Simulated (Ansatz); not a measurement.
# B3LYP/6-31G(d) (spherical functions) run of Si2H6O (disilanol)

What is the vertical ionisation energy of Si2H6O (disilanol) at B3LYP/6-31G* (spherical functions)? 

Program for the calculation: Ansatz 0.2.0.

30 further runs of the same task are left out: 30 set aside as unsound or not needed.

## Step 1: The molecule

The species is Si2H6O (9 atoms), meant as a singlet with charge 0. As SMILES, `O[SiH2][SiH3]`. The coordinates come from a PBE0-D4/def2-TZVP relaxation. This is one conformer, not always the lowest.

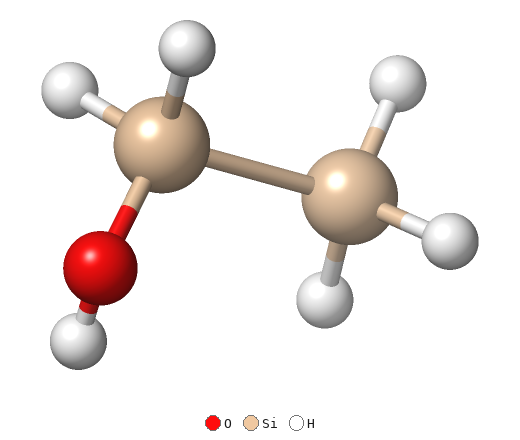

The structure, seen from a chosen angle (oxygen red, silicon light orange, hydrogen white).

## Step 2: A single-point energy at B3LYP/6-31G(d) (spherical functions)

The input, input.yaml:

```yaml
crystal:
  periodic: [false, false, false]
  atoms:
    - symbol: O
      position_ang: [-1.609000, 1.039900, -0.762000]
    - symbol: Si
      position_ang: [0.004800, 0.933100, -0.415900]
    - symbol: Si
      position_ang: [0.544200, -1.038400, 0.738600]
    - symbol: H
      position_ang: [-1.996600, 0.341400, -1.290800]
    - symbol: H
      position_ang: [0.830600, 0.994500, -1.657800]
    - symbol: H
      position_ang: [0.311400, 2.125200, 0.413000]
    - symbol: H
      position_ang: [2.012900, -1.104800, 0.974500]
    - symbol: H
      position_ang: [0.146200, -2.228200, -0.066200]
    - symbol: H
      position_ang: [-0.156000, -1.109100, 2.049500]
basis:
  gaussian: {orbitals: 6-31G_st_-spherical.json}
hamiltonian: {xc: {name: B3LYP}}
output: {orbitals: {seedname: orbitals}}
accuracy: high
```

The basis set 6-31G* is read from a file made from the Basis Set Exchange's data (not shown).

Run with:

```sh
$ ansatz run input.yaml --threads 1 --pin off --max-ram 3480MiB --events-out events.jsonl --progress --plain --runs-dir runs
```

The program printed:

```text
Warning: RAYON_NUM_THREADS=1 ignored (pool sized by the plan → 1); use --threads N
Functional definition: B3LYP
  name "B3LYP"
  parameter a0 = 0.2
  parameter ax = 0.72
  parameter ac = 0.81
  exchange = (1 - a0 - ax)*slater_x + ax*b88_x + a0*exact_x
  correlation = (1 - ac)*vwn_rpa_c + ac*lyp_c
1401 factors; integrals over basis functions are off by at most 3.8e-9 eV
mean field evaluation 1: about -17896.2750 eV, gradient 4.9e1 eV
mean field evaluation 2: about -17886.6204 eV, gradient 8.6e1 eV
mean field evaluation 4: about -17900.4325 eV, gradient 1.4e0 eV
mean field evaluation 8: about -17900.6058 eV, gradient 4.0e-2 eV
mean field evaluation 16: about -17900.6058 eV, gradient 1.3e-5 eV
mean field -17900.60581358 eV, -657.8351301828 hartree, gradient 1.1e-8 eV, S^2 0.000000; 0 other end points of the search recorded, 0 dependent functions left out
reference -17900.60585717 eV, -657.8351317846 hartree; 21, 21 occupied and 41, 41 virtual orbitals, 1401 factors
Total energy: -17900.60585717 eV, -657.8351317846 hartree
```

It took 6 s on 1 thread of Arm Neoverse V1, shared host; peak memory 0.19 GiB.

## Step 3: The doublet cation at the same level

The input, in.yaml:

```yaml
crystal:
  periodic: [false, false, false]
  atoms:
    - symbol: O
      position_ang: [-1.609000, 1.039900, -0.762000]
    - symbol: Si
      position_ang: [0.004800, 0.933100, -0.415900]
    - symbol: Si
      position_ang: [0.544200, -1.038400, 0.738600]
    - symbol: H
      position_ang: [-1.996600, 0.341400, -1.290800]
    - symbol: H
      position_ang: [0.830600, 0.994500, -1.657800]
    - symbol: H
      position_ang: [0.311400, 2.125200, 0.413000]
    - symbol: H
      position_ang: [2.012900, -1.104800, 0.974500]
    - symbol: H
      position_ang: [0.146200, -2.228200, -0.066200]
    - symbol: H
      position_ang: [-0.156000, -1.109100, 2.049500]
basis:
  gaussian: {orbitals: 6-31G_st_-spherical.json}
total_charge: 1
magnetization: {spin_polarized: true, initial_magnetization: 1}
hamiltonian: {xc: {name: B3LYP}}
accuracy: high
output: {orbitals: {seedname: orbitals}}
```

The basis set 6-31G* is read from a file made from the Basis Set Exchange's data (not shown).

Run with:

```sh
$ ansatz run in.yaml --threads 1 --pin off --max-ram 3480MiB --events-out events.jsonl --progress --plain --runs-dir runs
```

The program printed (excerpt; [...] marks lines left out):

```text
Warning: RAYON_NUM_THREADS=1 ignored (pool sized by the plan → 1); use --threads N
[... 7 set-up lines as earlier in the session ...]
1401 factors; integrals over basis functions are off by at most 3.8e-9 eV
mean field evaluation 1: about -17879.8233 eV, gradient 5.4e1 eV
mean field evaluation 2: about -17806.0259 eV, gradient 1.2e2 eV
mean field evaluation 4: about -17890.1369 eV, gradient 9.0e0 eV
mean field evaluation 8: about -17890.7675 eV, gradient 1.0e0 eV
mean field evaluation 16: about -17890.7737 eV, gradient 5.8e-4 eV
mean field evaluation 32: about -17889.7028 eV, gradient 7.2e0 eV
mean field -17890.77366539 eV, -657.4738054013 hartree, gradient 7.3e-8 eV, S^2 0.754505; 2 other end points of the search recorded, 0 dependent functions left out
reference -17890.77370731 eV, -657.4738069416 hartree; 21, 20 occupied and 41, 42 virtual orbitals, 1401 factors
Total energy: -17890.77370731 eV, -657.4738069416 hartree
```

Run time: 12 s. Hardware: 1 thread of Arm Neoverse V1, shared host; peak memory 0.28 GiB.

## Step 4: What came out

Level: B3LYP/6-31G* (spherical functions).

| quantity | value |
| --- | --- |
| singlet Si2H6O: total energy | -657.83513 Eh |
| singlet Si2H6O: HOMO energy | -7.47 eV |
| singlet Si2H6O: LUMO energy | -0.27 eV |
| singlet Si2H6O: HOMO–LUMO gap | 7.20 eV |
| doublet cation: total energy | -657.47381 Eh |
| doublet cation: HOMO energy (highest over α and β) | -14.68 eV |
| doublet cation: LUMO energy (lowest over α and β) | -12.18 eV |
| doublet cation: ⟨S²⟩ | 0.755 |
| vertical ionisation energy (to the doublet cation) | 9.832 eV |

**Reading.** Removing an electron at fixed nuclei costs 9.83 eV (949 kJ/mol). The negative HOMO energy of the first species, 7.47 eV, lies 2.36 eV below that difference.
